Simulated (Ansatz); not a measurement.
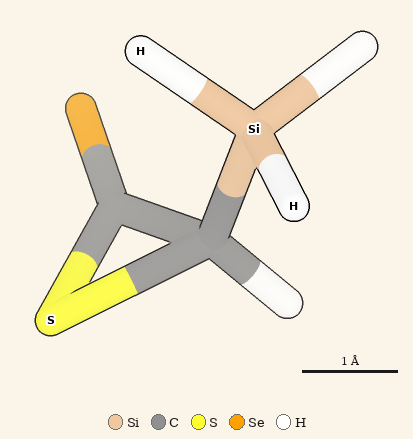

Figure 1. The structure as given in the input (stick view, seen at an oblique angle). Bond lengths as drawn: C–C 1.46 Å, C–H 1.10 Å, C–S 1.73 to 1.89 Å, C–Se 1.75 Å, C–Si 1.90 Å and H–Si 1.49 Å.

# Nudged elastic band, with input and output: C$_{2}$H$_{4}$SSeSi

The run: nudged elastic band of C$_{2}$H$_{4}$SSeSi. Method and program: RKS B3LYP-D4/def2-SVP (Ansatz 0.2.0).

It belongs to a series of runs on one base structure; here: band between the two ends.

The program's output
```
Engine: ansatz 0.2.0, x86_64-unknown-linux-gnu
Functional definition: B3LYP
  parameter a0 = 0.2
  parameter ax = 0.72
  parameter ac = 0.81
  exchange = (1 - a0 - ax)*slater_x + ax*b88_x + a0*exact_x
  correlation = (1 - ac)*vwn_rpa_c + ac*lyp_c
1228 factors; integrals over basis functions are off by at most 4.0e-4 eV
mean field evaluation 1: about -86181.7135 eV, gradient 4.5e1 eV
mean field evaluation 2: about -86167.1544 eV, gradient 8.3e1 eV
mean field evaluation 4: about -86186.4647 eV, gradient 9.2e0 eV
mean field evaluation 8: about -86186.7183 eV, gradient 1.5e-1 eV
mean field evaluation 16: about -86186.7184 eV, gradient 2.6e-5 eV
mean field -86186.71837240 eV, -3167.3034807298 hartree, gradient 2.6e-5 eV, S^2 0.000000; 0 other end points of the search recorded, 0 dependent functions left out
the calculation of the forces begins
reference -86186.71862772 eV, -3167.3034901125 hartree; 40, 40 occupied and 76, 76 virtual orbitals, 1228 factors
1228 factors; integrals over basis functions are off by at most 1.2e-3 eV
mean field evaluation 32: about -86186.6689 eV, gradient 1.1e-5 eV
mean field -86186.66887323 eV, -3167.3016616687 hartree, gradient 1.1e-5 eV, S^2 0.000000; 0 other end points of the search recorded, 0 dependent functions left out
[... from here on the field's lines of each further geometry are left out, up to the last ...]
NEB iter   1: max|band force component| = 7.906e0 eV/Å  barrier→ = 6.2645 eV  barrier← = 6.2279 eV  Δτ_max = 0.2000 Å  (251 SCF iters)
NEB iter   2: max|band force component| = 3.668e0 eV/Å  barrier→ = 4.8738 eV  barrier← = 4.8371 eV  Δτ_max = 0.2000 Å  (188 SCF iters)
NEB iter   3: max|band force component| = 2.627e0 eV/Å  barrier→ = 3.9535 eV  barrier← = 3.9168 eV  Δτ_max = 0.2000 Å  (175 SCF iters)
NEB iter   4: max|band force component| = 4.274e0 eV/Å  barrier→ = 3.1094 eV  barrier← = 3.0727 eV  Δτ_max = 0.0997 Å  (177 SCF iters)
NEB iter   5: max|band force component| = 2.417e0 eV/Å  barrier→ = 2.5121 eV  barrier← = 2.4754 eV  Δτ_max = 0.0958 Å  (175 SCF iters)
NEB iter   6: max|band force component| = 1.852e0 eV/Å  barrier→ = 2.5659 eV  barrier← = 2.5292 eV  Δτ_max = 0.0918 Å  (175 SCF iters)
NEB iter   7: max|band force component| = 1.153e0 eV/Å  barrier→ = 2.6491 eV  barrier← = 2.6124 eV  Δτ_max = 0.2000 Å  (170 SCF iters)
NEB iter   8: max|band force component| = 1.683e0 eV/Å  barrier→ = 2.5968 eV  barrier← = 2.5601 eV  Δτ_max = 0.1013 Å  (164 SCF iters)
NEB iter   9: max|band force component| = 1.196e0 eV/Å  barrier→ = 2.2630 eV  barrier← = 2.2264 eV  Δτ_max = 0.0994 Å  (163 SCF iters)
NEB iter  10: max|band force component| = 6.745e-1 eV/Å  barrier→ = 1.8063 eV  barrier← = 1.7697 eV  Δτ_max = 0.1944 Å  (166 SCF iters)
NEB iter  11: max|band force component| = 5.063e-1 eV/Å  barrier→ = 1.1794 eV  barrier← = 1.1427 eV  Δτ_max = 0.2000 Å  (165 SCF iters)
NEB iter  12: max|band force component| = 1.788e0 eV/Å  barrier→ = 1.0079 eV  barrier← = 0.9713 eV  Δτ_max = 0.1001 Å  (165 SCF iters)
NEB iter  13: max|band force component| = 2.016e0 eV/Å  barrier→ = 1.0492 eV  barrier← = 1.0125 eV  CI = image 1  Δτ_max = 0.2000 Å  (164 SCF iters)
NEB iter  14: max|band force component| = 2.362e0 eV/Å  barrier→ = 2.0260 eV  barrier← = 1.9893 eV  CI = image 1  Δτ_max = 0.1948 Å  (163 SCF iters)
NEB iter  15: max|band force component| = 1.477e0 eV/Å  barrier→ = 2.2207 eV  barrier← = 2.1840 eV  CI = image 1  Δτ_max = 0.1559 Å  (166 SCF iters)
NEB iter  16: max|band force component| = 1.118e0 eV/Å  barrier→ = 2.2976 eV  barrier← = 2.2609 eV  CI = image 1  Δτ_max = 0.1004 Å  (168 SCF iters)
NEB iter  17: max|band force component| = 7.536e-1 eV/Å  barrier→ = 2.2870 eV  barrier← = 2.2504 eV  CI = image 1  Δτ_max = 0.0594 Å  (157 SCF iters)
NEB iter  18: max|band force component| = 4.718e-1 eV/Å  barrier→ = 2.2555 eV  barrier← = 2.2188 eV  CI = image 1  Δτ_max = 0.0875 Å  (157 SCF iters)
NEB iter  19: max|band force component| = 4.786e-1 eV/Å  barrier→ = 2.2193 eV  barrier← = 2.1827 eV  CI = image 1  Δτ_max = 0.0438 Å  (167 SCF iters)
NEB iter  20: max|band force component| = 2.626e-1 eV/Å  barrier→ = 2.2163 eV  barrier← = 2.1797 eV  CI = image 1  Δτ_max = 0.0686 Å  (157 SCF iters)
NEB iter  21: max|band force component| = 2.893e-1 eV/Å  barrier→ = 2.2071 eV  barrier← = 2.1704 eV  CI = image 1  Δτ_max = 0.0345 Å  (160 SCF iters)
NEB iter  22: max|band force component| = 8.787e-2 eV/Å  barrier→ = 2.2047 eV  barrier← = 2.1680 eV  CI = image 1  Δτ_max = 0.0288 Å  (152 SCF iters)
NEB iter  23: max|band force component| = 6.453e-2 eV/Å  barrier→ = 2.2042 eV  barrier← = 2.1676 eV  CI = image 1  Δτ_max = 0.0590 Å  (149 SCF iters)
NEB iter  24: max|band force component| = 5.513e-2 eV/Å  barrier→ = 2.2042 eV  barrier← = 2.1675 eV  CI = image 1  Δτ_max = 0.0490 Å  (148 SCF iters)
the calculation of the forces begins
reference -86186.65105164 eV, -3167.3010067375 hartree; 40, 40 occupied and 76, 76 virtual orbitals, 1228 factors
1228 factors; integrals over basis functions are off by at most 1.2e-3 eV
mean field -86184.54357820 eV, -3167.2235585171 hartree, gradient 1.8e-5 eV, S^2 0.000000; 1 other end points of the search recorded, 0 dependent functions left out
the calculation of the forces begins
reference -86184.54383694 eV, -3167.2235680255 hartree; 40, 40 occupied and 76, 76 virtual orbitals, 1228 factors
NEB iter  25: max|band force component| = 3.866e-2 eV/Å  barrier→ = 2.2041 eV  barrier← = 2.1675 eV  CI = image 1  Δτ_max = 0.0000 Å  (306 SCF iters)
```

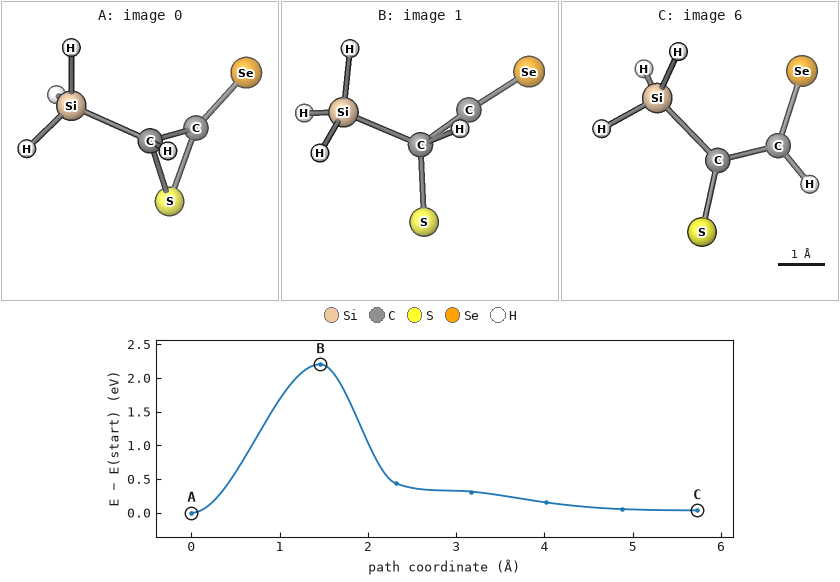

Figure 2. Images of the last band (counted from 0; ball-and-stick, seen at a tilt) above the energy along the path; the line is a cubic interpolation that uses the forces. The highest image is number 1, 2.204 eV above the start and 2.167 eV above the end (the climbing image); the end lies 0.037 eV above the start. The path is 5.73 Å long. The band converged in 25 iterations.

```
Total energy: -86184.99910603 eV, -3167.2402988560 hartree
Atom 0 at    -1.035633    -0.783828    -0.405801 Å, force     0.001878     0.000366    -0.000355 eV/Å
Atom 1 at     0.636342    -0.048041     0.157573 Å, force     0.000299     0.001660    -0.001774 eV/Å
Atom 2 at     2.031845    -1.094770     0.143347 Å, force    -0.001437     0.003351     0.000810 eV/Å
Atom 3 at     0.911303     1.307559     0.219034 Å, force    -0.000166    -0.005249     0.004783 eV/Å
Atom 4 at     1.379799     2.944274     0.222363 Å, force     0.002414     0.003162    -0.005049 eV/Å
Atom 5 at    -2.154908     0.169066    -0.137695 Å, force    -0.000692    -0.001034     0.000545 eV/Å
Atom 6 at    -0.914900    -1.027993    -1.865277 Å, force    -0.000936     0.000816     0.000033 eV/Å
Atom 7 at    -1.216346    -2.043466     0.356115 Å, force     0.000046     0.000109    -0.001254 eV/Å
Atom 8 at     0.450998     0.530901     1.293243 Å, force    -0.001406    -0.003182     0.002262 eV/Å
Dipole moment:    -0.555903     0.516726     0.099163 e Å
this run last wrote the band of iteration 25 to [file]
```

The last band as extended XYZ (Å, eV, eV/Å)
```
9
Properties=species:S:1:pos:R:3:forces:R:3 image=0 energy=-86187.20298
Si   -1.0558   -0.7173   -0.3521    0.0143   0.0005   0.0053
C     0.3807    0.0269    0.6414   -0.0021  -0.0003   0.0085
S     2.1344   -0.4650    0.1378   -0.0077  -0.0001   0.0032
C     1.2611    1.0318    0.0566    0.0015  -0.0010  -0.0033
Se    1.3773    2.7086   -0.4425   -0.0052  -0.0056  -0.0014
H    -2.2862    0.0859   -0.1011    0.0027  -0.0003   0.0002
H    -0.6869   -0.6887   -1.7915   -0.0022   0.0060  -0.0020
H    -1.2782   -2.1187    0.1024   -0.0003   0.0024  -0.0002
H     0.2419    0.0903    1.7318   -0.0010  -0.0017  -0.0104
9
Properties=species:S:1:pos:R:3:forces:R:3 image=1 energy=-86184.99885
Si   -1.0356   -0.7838   -0.4058    0.0019   0.0004  -0.0004
C     0.6363   -0.0480    0.1576    0.0003   0.0017  -0.0018
S     2.0318   -1.0948    0.1433   -0.0014   0.0034   0.0008
C     0.9113    1.3076    0.2190   -0.0002  -0.0052   0.0048
Se    1.3798    2.9443    0.2224    0.0024   0.0032  -0.0050
H    -2.1549    0.1691   -0.1377   -0.0007  -0.0010   0.0005
H    -0.9149   -1.0280   -1.8653   -0.0009   0.0008   0.0000
H    -1.2163   -2.0435    0.3561    0.0000   0.0001  -0.0013
H     0.4510    0.5309    1.2932   -0.0014  -0.0032   0.0023
9
Properties=species:S:1:pos:R:3:forces:R:3 image=2 energy=-86186.76542
Si   -0.9968   -0.8025   -0.4732    0.0351  -0.0332  -0.0494
C     0.7461   -0.1458    0.0074    0.1301  -0.0968  -0.1747
S     2.0436   -1.1402   -0.0499    0.0135  -0.0101  -0.2185
C     0.8038    1.1734    0.6099   -0.1247  -0.1221   0.3874
Se    1.4432    2.7339    0.0979    0.0292  -0.1829  -0.1382
H    -2.0650    0.1999   -0.1797    0.0819   0.0013  -0.0048
H    -0.9459   -1.0779   -1.9303   -0.0429  -0.0515  -0.0577
H    -1.2532   -2.0400    0.3114   -0.0004  -0.0174  -0.0357
H     0.3127    1.0529    1.5894   -0.1218   0.5128   0.2916
9
Properties=species:S:1:pos:R:3:forces:R:3 image=3 energy=-86186.88763
Si   -1.0176   -0.7511   -0.5348    0.0034   0.0132  -0.0105
C     0.6909   -0.2005    0.1380   -0.0344   0.0053   0.0064
S     1.9569   -1.2372    0.0611    0.0190  -0.0337   0.0089
C     0.8585    1.1219    0.7475   -0.0006  -0.0037   0.0259
Se    1.0750    2.5967   -0.2010   -0.0676  -0.0142  -0.0486
H    -2.0510    0.2865   -0.2595    0.0021   0.0047  -0.0164
H    -0.9050   -1.0010   -1.9959    0.0132   0.0087  -0.0088
H    -1.3670   -2.0091    0.1799   -0.0153  -0.0043  -0.0205
H     0.8478    1.1475    1.8475    0.0801   0.0240   0.0635
9
Properties=species:S:1:pos:R:3:forces:R:3 image=4 energy=-86187.04957
Si   -1.0290   -0.7080   -0.5621    0.0009   0.0176  -0.0087
C     0.6378   -0.2379    0.2533   -0.0149   0.0066   0.0182
S     1.8407   -1.3565    0.3644   -0.0213  -0.0298   0.0663
C     0.9237    1.1096    0.7363   -0.0081  -0.0208  -0.0338
Se    0.6256    2.5350   -0.2744   -0.1063  -0.0040   0.0030
H    -2.0601    0.3341   -0.3058   -0.0012  -0.0038  -0.0175
H    -0.8482   -0.9241   -2.0222    0.0198   0.0202  -0.0104
H    -1.4320   -1.9862    0.0867   -0.0145  -0.0057  -0.0299
H     1.4301    1.1877    1.7068    0.1458   0.0197   0.0127
9
Properties=species:S:1:pos:R:3:forces:R:3 image=5 energy=-86187.14793
Si   -1.0291   -0.6889   -0.5491    0.0039  -0.0037  -0.0019
C     0.5958   -0.2610    0.3777   -0.0037   0.0063   0.0246
S     1.6258   -1.4720    0.8198   -0.0119  -0.0105   0.0218
C     1.0066    1.1133    0.6191   -0.0021  -0.0018  -0.0149
Se    0.3753    2.4968   -0.3000   -0.0150  -0.0003   0.0051
H    -2.1171    0.2746   -0.2322   -0.0007  -0.0037   0.0043
H    -0.7667   -0.7067   -2.0148    0.0030   0.0166  -0.0038
H    -1.4120   -2.0521   -0.0945    0.0031  -0.0057  -0.0144
H     1.8099    1.2498    1.3570    0.0235   0.0028  -0.0207
9
Properties=species:S:1:pos:R:3:forces:R:3 image=6 energy=-86187.16631
Si   -1.0183   -0.6870   -0.5514   -0.0009   0.0003   0.0019
C     0.5631   -0.2655    0.4542    0.0130  -0.0169   0.0015
S     1.3556   -1.4371    1.3060   -0.0117   0.0179  -0.0097
C     1.0877    1.0909    0.4775   -0.0081   0.0034   0.0042
Se    0.3492    2.4586   -0.3852    0.0047  -0.0049   0.0025
H    -2.1782    0.0952   -0.0415    0.0021  -0.0016  -0.0006
H    -0.8018   -0.3991   -1.9963   -0.0005  -0.0010   0.0024
H    -1.2657   -2.1401   -0.3582   -0.0001   0.0023  -0.0005
H     1.9968    1.2378    1.0779    0.0015   0.0005  -0.0016
```

This output came from the following input.

Input file
```yaml
crystal:
  periodic: [false, false, false]
  atoms:
    - { symbol: Si, position_ang: [-1.055771, -0.717348, -0.352109] }
    - { symbol: C, position_ang: [0.380698, 0.026878, 0.641441] }
    - { symbol: S, position_ang: [2.134441, -0.465015, 0.137819] }
    - { symbol: C, position_ang: [1.261127, 1.031764, 0.056648] }
    - { symbol: Se, position_ang: [1.377338, 2.708634, -0.442476] }
    - { symbol: H, position_ang: [-2.286188, 0.085884, -0.10111] }
    - { symbol: H, position_ang: [-0.686874, -0.688664, -1.791478] }
    - { symbol: H, position_ang: [-1.278178, -2.118711, 0.102384] }
    - { symbol: H, position_ang: [0.241907, 0.090279, 1.731782] }
basis:
  gaussian: { orbitals: def2-SVP }
hamiltonian:
  xc: b3lyp
  dispersion: d4
neb:
  order_check: false
  images: 5
  f_tol: 0.05
  max_iterations: 60
  final_atoms:
    - { symbol: Si, position_ang: [-1.0182961, -0.68701249, -0.5514386] }
    - { symbol: C, position_ang: [0.56313186, -0.26554273, 0.45418019] }
    - { symbol: S, position_ang: [1.35563933, -1.43711735, 1.30595547] }
    - { symbol: C, position_ang: [1.08772953, 1.09092741, 0.47746581] }
    - { symbol: Se, position_ang: [0.34917134, 2.45860202, -0.38518509] }
    - { symbol: H, position_ang: [-2.17823898, 0.09521541, -0.04146671] }
    - { symbol: H, position_ang: [-0.8017741, -0.39906497, -1.99630351] }
    - { symbol: H, position_ang: [-1.26568562, -2.14012559, -0.35819644] }
    - { symbol: H, position_ang: [1.99682274, 1.2378193, 1.07788987] }
  initial_path:
    images:
      - { positions_ang: [[-1.055771, -0.717348, -0.352109], [0.380698, 0.026878, 0.641441], [2.134441, -0.465015, 0.137819], [1.261127, 1.031764, 0.056648], [1.377338, 2.708634, -0.442476], [-2.286188, 0.085884, -0.10111], [-0.686874, -0.688664, -1.791478], [-1.278178, -2.118711, 0.102384], [0.241907, 0.090279, 1.731782]] }
      - { positions_ang: [[-1.02615166, -0.7345486, -0.36260448], [0.38807126, -0.0648211, 0.66653787], [2.02773689, -0.64839213, 0.1889398], [1.28876505, 0.95521992, 0.07680685], [1.1075396, 2.79708777, -0.34462358], [-2.21527781, 0.15973267, -0.16596912], [-0.6340127, -0.72882361, -1.78941335], [-1.35415631, -2.08268444, 0.07563332], [0.50598567, 0.30093052, 1.63759369]] }
      - { positions_ang: [[-0.99653232, -0.75174919, -0.37309996], [0.39544452, -0.1565202, 0.69163474], [1.92103279, -0.83176926, 0.2400606], [1.31640311, 0.87867584, 0.0969657], [0.8377412, 2.88554154, -0.24677116], [-2.14436762, 0.23358134, -0.23082825], [-0.5811514, -0.76898323, -1.7873487], [-1.43013462, -2.04665787, 0.04888265], [0.77006434, 0.51158203, 1.54340539]] }
      - { positions_ang: [[-0.96691298, -0.76894979, -0.38359544], [0.40281779, -0.2482193, 0.71673161], [1.81432868, -1.01514639, 0.2911814], [1.34404116, 0.80213176, 0.11712456], [0.5679428, 2.97399531, -0.14891875], [-2.07345743, 0.30743001, -0.29568737], [-0.5282901, -0.80914284, -1.78528406], [-1.50611294, -2.01063131, 0.02213197], [1.03414302, 0.72223355, 1.44921708]] }
      - { positions_ang: [[-0.98404069, -0.74163736, -0.43954316], [0.45625581, -0.25399378, 0.62921447], [1.66143223, -1.15580338, 0.62943942], [1.25860395, 0.89839698, 0.23723831], [0.49501898, 2.80219754, -0.2276742], [-2.10838461, 0.23669181, -0.21094715], [-0.61945143, -0.67245022, -1.85562387], [-1.4259705, -2.05379607, -0.10464417], [1.35503626, 0.89409547, 1.32544135]] }
      - { positions_ang: [[-1.00116839, -0.71432492, -0.49549088], [0.50969383, -0.25976825, 0.54169733], [1.50853578, -1.29646037, 0.96769745], [1.17316674, 0.9946622, 0.35735206], [0.42209516, 2.63039978, -0.30642964], [-2.14331179, 0.16595361, -0.12620693], [-0.71061277, -0.5357576, -1.92596369], [-1.34582806, -2.09696083, -0.2314203], [1.6759295, 1.06595738, 1.20166561]] }
      - { positions_ang: [[-1.0182961, -0.68701249, -0.5514386], [0.56313186, -0.26554273, 0.45418019], [1.35563933, -1.43711735, 1.30595547], [1.08772953, 1.09092741, 0.47746581], [0.34917134, 2.45860202, -0.38518509], [-2.17823898, 0.09521541, -0.04146671], [-0.8017741, -0.39906497, -1.99630351], [-1.26568562, -2.14012559, -0.35819644], [1.99682274, 1.2378193, 1.07788987]] }
```

Launched with:
```bash
ansatz run input.yaml --threads 2 --pin off --max-ram 3072MiB --backend cpu --events-out ev --progress --plain --runs-dir out
```

Summary

```tsv
quantity	value
outcome	converged
barrier, forward	2.204 eV
barrier, backward	2.167 eV
hardware	2 threads of Intel Xeon @ 2.50GHz (Skylake/Cascade Lake), 16 GiB of memory available, shared host
wall time	9 min (CPU time 17 min)
peak memory	0.35 GiB
```

The order of the saddle point was not checked.
